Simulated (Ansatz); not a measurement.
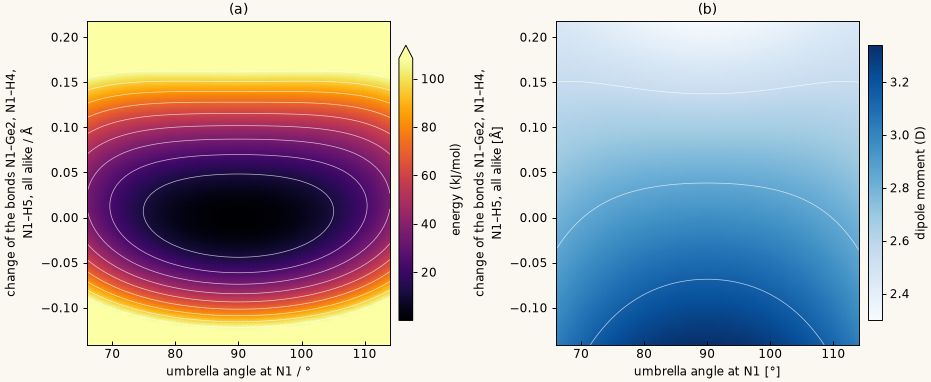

ClGeH₂N, SMILES [NH2][Ge][Cl]. 
- First axis: umbrella angle at N1 (between each of its bonds and their common axis; 90 is planar). Second axis: change of the bonds N1–Ge2, N1–H4, N1–H5, all alike.
- Nothing is relaxed (all other coordinates rigid).
- The scan uses a 13 × 13 grid; 91 points were computed and 78 follow by symmetry.
- Points are written as (first, second).
- All energies are given in kJ/mol relative to the relaxed molecule at the same level.
- Computed with RKS PBE0-D4/def2-SVP (Ansatz).

Panel (a) is the energy; panel (b) is the computed dipole moment, in D.

Drawn: a smooth colour map with a few white contour lines, one colour for all values above the top of the scale. Between grid points the surface is interpolated.

How does the dipole moment vary over the map, and what is it at the lowest grid point?

Answer. Leaving out the highest fifth of the energies, it runs from 2.41 D at (82°, 0.188 Å) to 3.26 D at (90°, −0.111 Å). At the lowest grid point, (90°, 0.009 Å), it is 2.94 D.

```
second ↓, first →    66    70    74    78    82    86    90    94    98   102   106   110   114
            0.218  2.46  2.43  2.39  2.36  2.33  2.31  2.30  2.31  2.33  2.36  2.39  2.43  2.46
            0.188  2.50  2.48  2.46  2.44  2.41  2.40  2.39  2.40  2.41  2.44  2.46  2.48  2.50
            0.158  2.54  2.54  2.53  2.51  2.50  2.49  2.49  2.49  2.50  2.51  2.53  2.54  2.54
            0.128  2.58  2.59  2.60  2.59  2.59  2.58  2.58  2.58  2.59  2.59  2.60  2.59  2.58
            0.098  2.63  2.65  2.66  2.67  2.67  2.67  2.67  2.67  2.67  2.67  2.66  2.65  2.63
            0.068  2.68  2.71  2.73  2.75  2.76  2.76  2.76  2.76  2.76  2.75  2.73  2.71  2.68
            0.038  2.73  2.77  2.80  2.83  2.84  2.85  2.85  2.85  2.84  2.83  2.80  2.77  2.73
            0.009  2.78  2.83  2.87  2.90  2.92  2.93  2.94  2.93  2.92  2.90  2.87  2.83  2.78
           −0.021  2.83  2.89  2.94  2.97  3.00  3.02  3.02  3.02  3.00  2.97  2.94  2.89  2.83
           −0.051  2.88  2.95  3.00  3.05  3.08  3.10  3.10  3.10  3.08  3.05  3.00  2.95  2.88
           −0.081  2.92  3.00  3.07  3.12  3.16  3.18  3.18  3.18  3.16  3.12  3.07  3.00  2.92
           −0.111  2.97  3.06  3.13  3.19  3.23  3.25  3.26  3.25  3.23  3.19  3.13  3.06  2.97
           −0.141  3.02  3.12  3.20  3.26  3.30  3.33  3.34  3.33  3.30  3.26  3.20  3.12  3.02
```
